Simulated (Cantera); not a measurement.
Feed: 1 mol Ti, 0.21 mol O2, 41 mol H2, at 38.0 Pa.

Method: chemical equilibrium by Gibbs-energy minimisation in Cantera with the NASA 1993 tables (ideal gas, pure condensed phases). Candidate condensed phases: H2O, Ti, TiO, TiO2, Ti2O3, Ti3O5, Ti4O7; 12 gas species. Mutual solubility and eutectic melting of coexisting phases are not modelled. TiO: taken at fixed stoichiometry. Condensed phases not in the tables: N, O or C dissolved in the metal. Equilibrium is a limit: real reactors are often held back by kinetics, nucleation or transport.

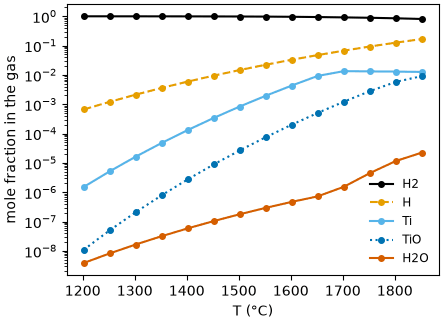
*Equilibrium gas composition (values under 1e-9 drawn at 1e-9)*

From 1202 °C to 1652 °C the condensed part is Ti(β) + TiO(s). At 1702 °C the condensed part is TiO(s). From 1752 °C to 1802 °C the condensed part is TiO(l). At 1852 °C nothing is condensed. The main Ti-bearing gas is Ti throughout.
